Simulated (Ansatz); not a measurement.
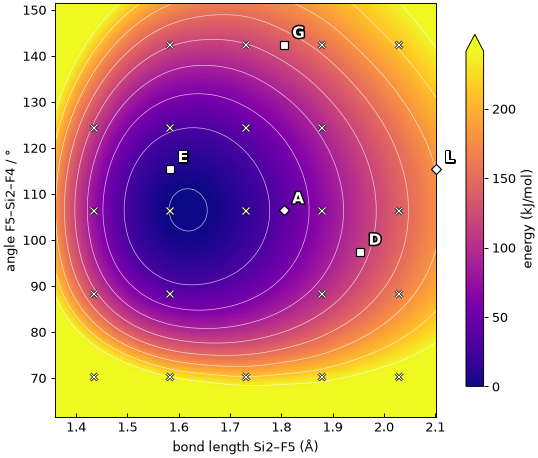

F2HO2Si, SMILES [O][Si](O)(F)F, spin multiplicity 2. Coordinates scanned: (1) bond length Si2–F5; (2) angle F5–Si2–F4. Nothing is relaxed (all other coordinates rigid). Grid: 11 × 11 points. At 22 points there is no value. Points are written as (first, second). Energies are in kJ/mol, from the lowest grid point. Level of theory: UKS PBE-D4/def2-SVP in Ansatz.

The picture shows a smooth colour map with a few white contour lines, crosses at grid points without a value, one colour for all values above the top of the scale, lettered points. Between grid points the surface is interpolated.

**What kind of point is each of A, D, G: minimum, saddle, maximum or slope?**

A: on a slope; D: on a slope; G: on a slope. (In these two coordinates alone; a stationary point may lie a little off the grid point.)

**Rank the lettered points by energy, lowest first.**

E (9 kJ/mol), A (40 kJ/mol), D (112 kJ/mol), G (136 kJ/mol), L (181 kJ/mol).
